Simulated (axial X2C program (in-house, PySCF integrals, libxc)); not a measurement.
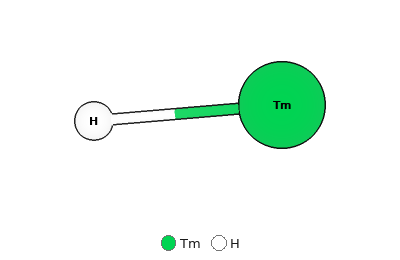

*The molecule at the reference distance of 2.037 Å.*

**Run report: TmH, relativistic diatomic calculation**

- system: TmH, single determinant with Ω = 3.
- method: BLYP, two-component X2C with atomic mean-field Coulomb and Gaunt terms, Tm dyall-cv3z, H dyall-v3z (cores contracted) (axial X2C program (in-house, PySCF integrals, libxc))

### The input
```
{"zs": [69, 1], "q": 0, "bas": ["dyall-cv3z", "dyall-v3z"], "levels": ["PBE0", "HF", "PBE", "BHandHLYP", "BLYP"], "cc": true, "r0": 1.96, "thr": -2.0, "nmax": 140}
```

The line is the task of a batch: nuclear charges, charge, bases, the levels to run, a first guess of the distance and further settings. This report covers BLYP with spin-orbit coupling. The log is that of the reference distance 2.037 Å.

Launched within a batch (the task file carries these settings):
```bash
python <driver script> task.json out
```

### Output
```
two-component X2C + atomic mean field  BLYP
basis functions 198  fitting functions 987  grid points 5071
iter        total energy     max residual
   1     -13565.769538239     2.74e-01
   2     -13565.775681021     1.79e-01
   3     -13565.779049953     1.02e-01
   4     -13565.781659545     2.87e-02
   5     -13565.782087096     7.23e-03
   6     -13565.782250142     2.08e-02
   7     -13565.782422112     2.61e-03
   8     -13565.782436820     1.60e-03
   9     -13565.782438140     1.67e-04
  10     -13565.782438513     3.32e-04
  11     -13565.782438563     4.78e-05
  12     -13565.782438567     8.18e-06
converged
one-electron -18631.70875858  Coulomb 5349.72852689  exact exchange 0.00000000  xc functional -290.78817791  nuclear repulsion 17.92500125  atomic mean-field constant -10.93903022
```

### The points of the curve

| R (Å) | E (hartree) | dipole (D; origin at the first atom, positive when the second is positive) | highest filled (eV) | lowest empty (eV) |
| --- | --- | --- | --- | --- |
| 1.772 | −13565.774361 | −1.87 | −3.17 | −3.14 |
| 1.854 | −13565.779254 | −2.06 | −3.20 | −3.16 |
| 1.915 | −13565.781336 | −2.20 | −3.23 | −3.18 |
| 1.976 | −13565.782331 | −2.34 | −3.25 | −3.20 |
| 2.037 | −13565.782439 | −2.49 | −3.28 | −3.22 |
| 2.108 | −13565.781671 | −2.66 | −3.30 | −3.24 |
| 2.180 | −13565.780155 | −2.82 | −3.33 | −3.27 |
| 2.271 | −13565.777403 | −3.02 | −3.36 | −3.30 |
| 2.383 | −13565.773233 | −3.24 | −3.39 | −3.33 |
| 2.546 | −13565.766396 | −3.50 | −3.43 | −3.38 |
| 2.770 | −13565.756912 | −3.74 | −3.47 | −3.42 |
| 3.055 | −13565.746431 | −3.83 | −3.50 | −3.45 |

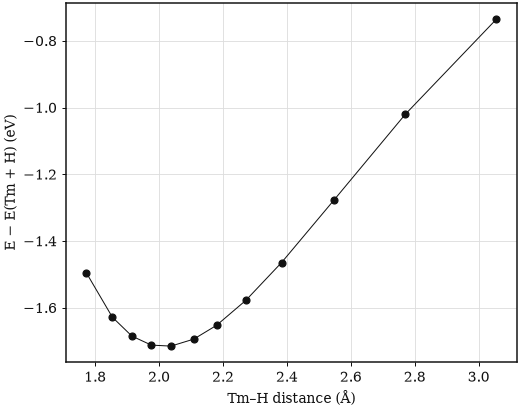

*Energy at 12 bond lengths, for one set of occupations held fixed; the line joins the points.*

A polynomial of degree 6 through 9 points gives rₑ = 2.014 Å, ωₑ = 1237 cm⁻¹, ωₑxₑ = 23 cm⁻¹ and Bₑ = 4.147 cm⁻¹. The minimum lies 1.72 eV below Tm + H, each computed as one determinant at the same level.

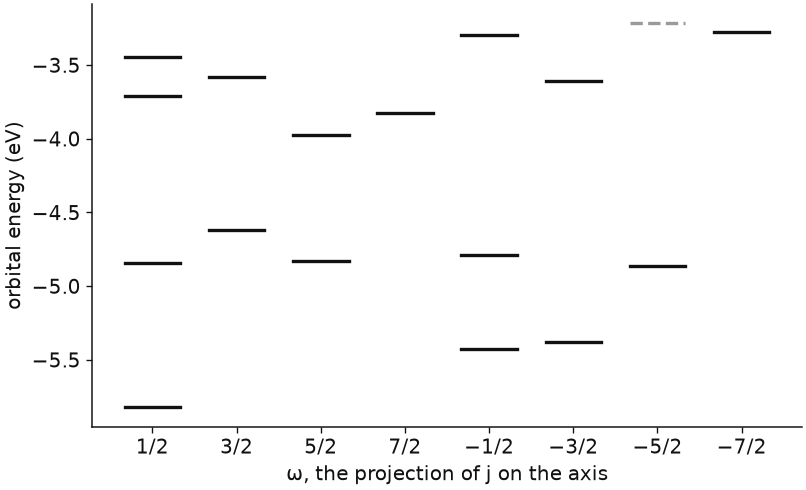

*Orbital energies near the frontier at 2.04 Å, filled (solid) and empty (dashed).*

The highest filled spinor (−7/2; 100 % Tm f) lies at −3.28 eV, the lowest empty one (−5/2; 100 % Tm f) at −3.22 eV.

### Results in brief

- outcome: converged
- bond length rₑ: 2.014 Å
- ωₑ: 1237 cm⁻¹
- energy at the minimum: −13565.78249 hartree
- depth below the fragments: 1.72 eV
- hardware: 2 threads of Arm Neoverse V1, 24 GiB of memory available, shared host
- wall time: 5.9 s (CPU time 12 s)
- peak memory: 4 GiB
